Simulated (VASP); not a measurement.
Shape and ions are relaxed at each volume.

Energy against volume of MnF2 (rutile). Calculation: LDA (Ceperley-Alder, Perdew-Zunger), VASP's LDA PAW potentials (set 64) (plane waves; VASP).

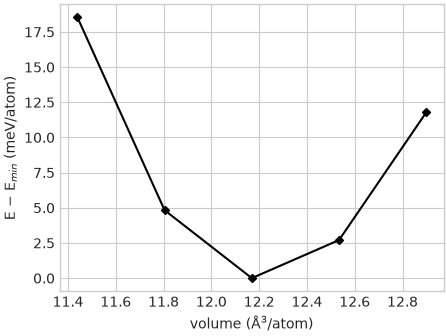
Figure: Energy against volume

### Question
Estimate the equilibrium volume and the bulk modulus.

### Answer
The minimum lies near 12.2 Å³/atom, and the curvature gives B0 of about 110 GPa.

The compound is MnF2 in the rutile structure. It was relaxed first, which changed the volume by -7 %.
